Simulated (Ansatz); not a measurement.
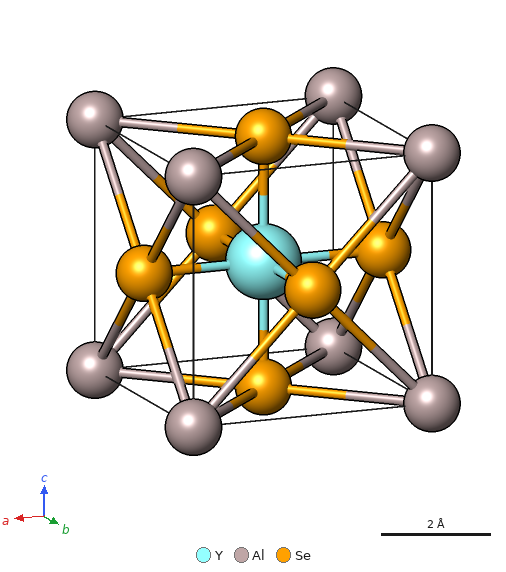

This is the input geometry for a relaxation of crystalline YAlSe$_{3}$ (a generated structure, set up in Pm-3m) (coarse preliminary run). The picture is a ball-and-stick view of the cell of the calculation, seen from a free direction.

Method: DFT PBE, scalar-relativistic, plane waves, PAW in Ansatz 0.2.0.

Input
```yaml
crystal:
  lattice:
    - [4.76914216, 0.0, 0.0]
    - [0.0, 4.76914216, 0.0]
    - [0.0, 0.0, 4.76914216]
  atoms:
    - { symbol: "Y", position: [0.5, 0.5, 0.5] }
    - { symbol: Al, position: [0.0, 0.0, 0.0] }
    - { symbol: Se, position: [0.5, 0.0, 0.5] }
    - { symbol: Se, position: [0.0, 0.5, 0.5] }
    - { symbol: Se, position: [0.5, 0.5, 0.0] }
basis:
  ecutwfc: 420
kpoints:
  mp_grid: { grid: [4, 4, 4] }
hamiltonian:
  xc: pbe
scf:
  occupations: { method: gaussian, width: 0.1 }
  lower_state_search: "off"
output:
  forces: true
  stress: true
  eigenvalues: true
relax:
  adjacent_minimum: "off"
  f_tol: 0.04
  max_steps: 70
  cell: { stress_tol: 0.4 }
```

Launched with:
```bash
ansatz run input.yaml --threads 1 --pin off --max-ram 2048MiB --backend cpu --events-out ev --progress --plain --runs-dir out
```

Question: Where does the relaxation end?

Answer: Over 4 accepted moves (5 points after the start) the energy falls by 4.208 eV per cell of the calculation. All forces vanish by symmetry, so only the cell relaxes. Pressure: 33.53 GPa at the start and 0.23 GPa at the end. The SCF was repeated once at an unchanged geometry on a basis and grid sized afresh for the cell, which shifted the energy by 29.3 meV per cell of the calculation at most. No atom moves by more than 0.005 Å relative to the cell. The volume changes by +51.9 %, with a = b = c 4.769 → 5.482 Å (+15.0 %). Among the contacts that change: Al2–Se3 3.372 → 3.877 Å, Y1–Se3 2.385 → 2.741 Å. The space group stays Pm-3m (No. 221). Cost: 20 s on 1 thread of Arm Neoverse V1, with other jobs on the host, peak memory 0.42 GiB.

History of the run:

| step | E − E(0), meV/atom | pressure, GPa | volume, Å³/atom | note |
| --- | --- | --- | --- | --- |
| 0 | 0.00 | 33.53 | 21.695 |  |
| 1 | -507.68 | 16.82 | 25.025 |  |
| 2 | -760.55 | 6.43 | 28.679 |  |
| 3 | -829.22 | 1.66 | 31.522 |  |
| 4 | -835.66 | -0.16 | 32.954 |  |
| 5 | -841.53 | 0.23 | 32.954 | same geometry, new basis |

The structure at the end:

```
Y Al Se
1.0
     5.48224    0.00000    0.00000
     0.00000    5.48224    0.00000
     0.00000    0.00000    5.48224
Y Al Se
1 1 3
Direct
  0.50000 0.50000 0.50000
  0.00000 0.00000 0.00000
  0.50000 0.00000 0.50000
  0.00000 0.50000 0.50000
  0.50000 0.50000 0.00000
```

The end point in the same view:

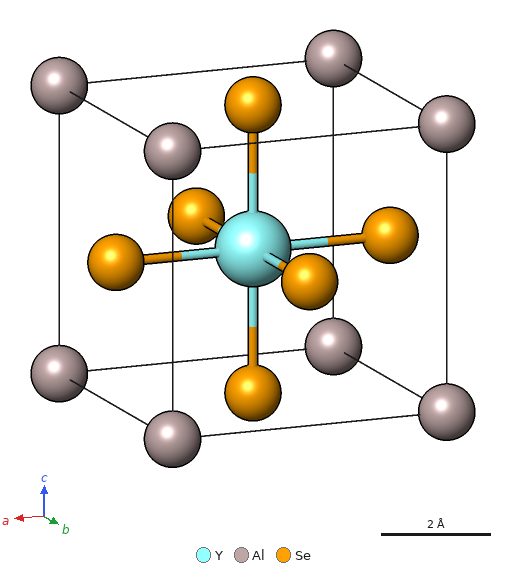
